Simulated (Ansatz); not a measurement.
MgClF: several calculations on one system

## 1. Relaxation

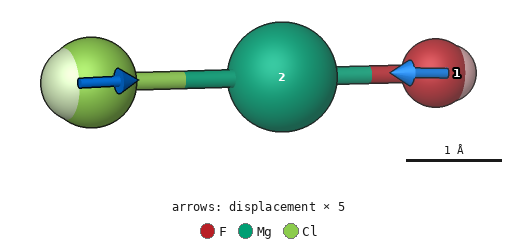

A relaxation of MgClF (coarse preliminary run). The starting structure is drawn faded, the final one solid; blue arrows show the displacements, 5 times their true length. The two geometries are superimposed by the best rigid fit.

A ball-and-stick model, seen at a tilt.

The calculation used RKS PBE-D4/def2-SVP (Ansatz 0.2.0).

Input file:
```yaml
crystal:
  periodic: [false, false, false]
  atoms:
    - {symbol: F, position_ang: [-1.660000, 0.857200, -0.823800]}
    - {symbol: Mg, position_ang: [-0.122800, 0.050400, -0.058800]}
    - {symbol: Cl, position_ang: [1.771900, -0.972400, 0.869400]}
basis:
  gaussian: {orbitals: def2-SVP}
hamiltonian: {xc: pbe, dispersion: d4}
relax: {f_tol: 0.03, max_steps: 250}
```

What happened in the run?

The atom that moves furthest after the best rigid fit is Cl3 (0.14 Å). By element the largest moves are Cl 0.14 Å, F 0.13 Å, Mg 0.01 Å. Some distances before and after: Mg2–Cl3 2.345 → 2.200 Å, F1–Mg2 1.897 → 1.767 Å. The optimiser took 4 steps.

## 2. Relaxation

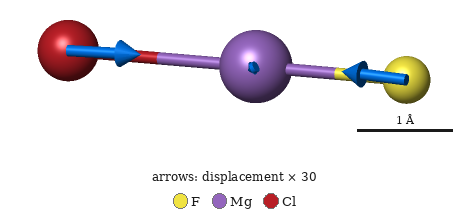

This is a relaxation of MgClF. The starting structure is drawn; blue arrows show the displacements, magnified 30 times. The two geometries are superimposed by the best rigid fit.

A ball-and-stick model, seen at a tilt.

Method: RKS PBE0-D4/def2-TZVP in Ansatz 0.2.0. Set-up: force threshold 0.005 eV/Å; at most 200 steps.

> What happened in the run?

The energy falls by 1.14 kJ/mol in 3 geometry steps. Largest force component: 0.38 eV/Å at the start, 0.00026 eV/Å at the end. The largest move after the best rigid fit is that of the Cl atom, 0.028 Å. Largest moves by element: Cl 0.028 Å, F 0.025 Å, Mg 0.004 Å. Some distances before and after: Cl–Mg 2.200 → 2.169 Å, F–Mg 1.767 → 1.744 Å. The run took about 10 core-seconds on a shared host.

## 3. Scan

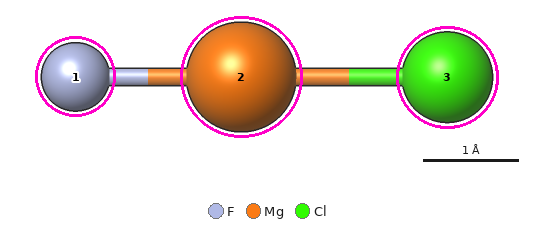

A scan of MgClF: the F1–Mg2 distance and the Mg2–Cl3 distance are varied on a grid, with the rest of the molecule carried along rigidly. The picture shows the minimum geometry. The ringed atoms are those of the scanned coordinate. Style: ball-and-stick. Shown face on.

Computed with Ansatz: PBE0-D4, basis def2-TZVPP, on geometries moved rigidly from the minimum at PBE0-D4/def2-TZVP. Energies are counted from the PBE0-D4/def2-TZVP minimum geometry at the same level.

The input:
```yaml
crystal:
  periodic: [false, false, false]
  atoms:
    - {symbol: F, position_ang: [-1.529429, 0.792178, -0.757000]}
    - {symbol: Mg, position_ang: [-0.118112, 0.039642, -0.060771]}
    - {symbol: Cl, position_ang: [1.636641, -0.896620, 0.804571]}
basis:
  gaussian: {orbitals: def2-TZVPP}
hamiltonian: {xc: pbe0, dispersion: d4}
```

Give the energy at each point on a grid with rows 1.430, 1.537, 1.694, 1.877, 2.079, 2.297, 2.529 and columns 1.909, 2.019, 2.179, 2.367, 2.575, 2.799, 3.037 (F1–Mg2 distance (Å); Mg2–Cl3 distance (Å)).

Rows: F1–Mg2 distance (Å); columns: Mg2–Cl3 distance (Å); values in eV.

|  | 1.909 | 2.019 | 2.179 | 2.367 | 2.575 | 2.799 | 3.037 |
| --- | --- | --- | --- | --- | --- | --- | --- |
| 1.430 | 2.645 | 2.158 | 1.947 | 2.118 | 2.546 | 3.100 | 3.695 |
| 1.537 | 1.361 | 0.881 | 0.680 | 0.863 | 1.302 | 1.867 | 2.470 |
| 1.694 | 0.689 | 0.218 | 0.030 | 0.227 | 0.680 | 1.256 | 1.870 |
| 1.877 | 0.790 | 0.329 | 0.154 | 0.364 | 0.829 | 1.416 | 2.039 |
| 2.079 | 1.339 | 0.887 | 0.724 | 0.945 | 1.422 | 2.019 | 2.649 |
| 2.297 | 2.079 | 1.635 | 1.483 | 1.714 | 2.199 | 2.805 | 3.444 |
| 2.529 | 2.859 | 2.423 | 2.279 | 2.519 | 3.013 | 3.627 | 4.268 |

In pairs of (F1–Mg2 distance (Å); Mg2–Cl3 distance (Å)): the lowest computed point lies at (1.694, 2.179) (0.030 eV), the highest at (2.529, 3.037) (4.268 eV).  Over the ranges scanned the energy rises more along the first axis, the F1–Mg2 distance.

As a map, interpolated between the computed points (dots):

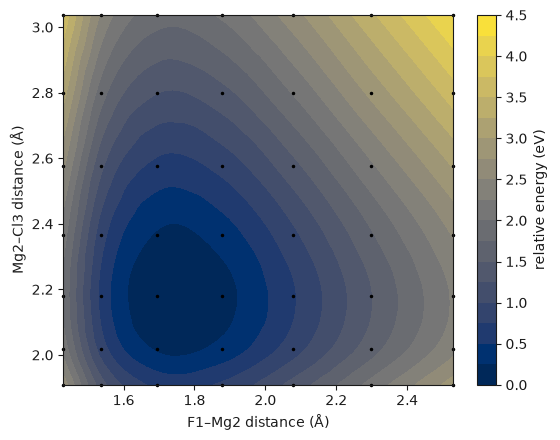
